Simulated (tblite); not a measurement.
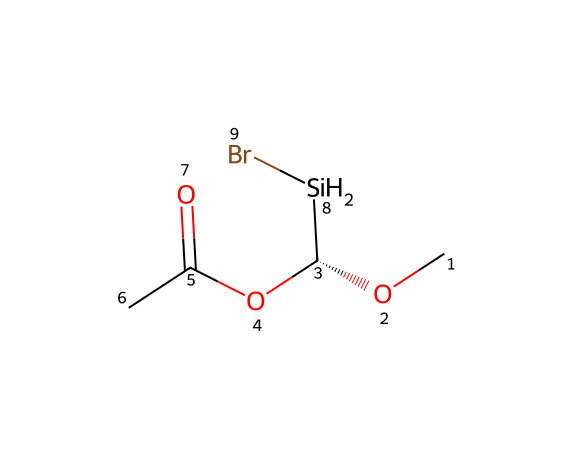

A structural formula, with wedges where it has stereocentres; small numbers name the atoms. The configuration is that of a computed structure (GFN2-xTB).

Assign CIP descriptors.

Answer. C3: R.
